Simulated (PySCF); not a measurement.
Vertical excitations of a molecule C6H8 from TDDFT-PBE/def2-SVPD in PySCF 2.14.0, as energy in eV (oscillator strength): 6.22 (0.003), 6.31 (0.000), 6.33 (0.015), 6.66 (0.041), 6.83 (0.022), 6.95 (0.002), 6.96 (0.001), 7.05 (0.044), 7.12 (0.011), 7.44 (0.077). Lowest triplet (TDA): 5.22 eV. The structure is a stationary point at B3LYP-D3(BJ)/def2-SVP. One conformer was computed; it need not be the lowest.

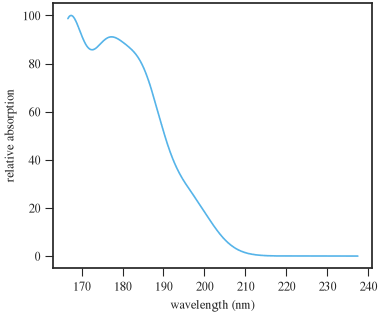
The lines broadened by 0.4 eV.

Q: Pick the molecule that these values belong to.
A. C=C=CC1CC1
B. CC1=CCC=C1
C. C#C/C(C)=C\C
D. C#CC1CCC1

A: D, C#CC1CCC1
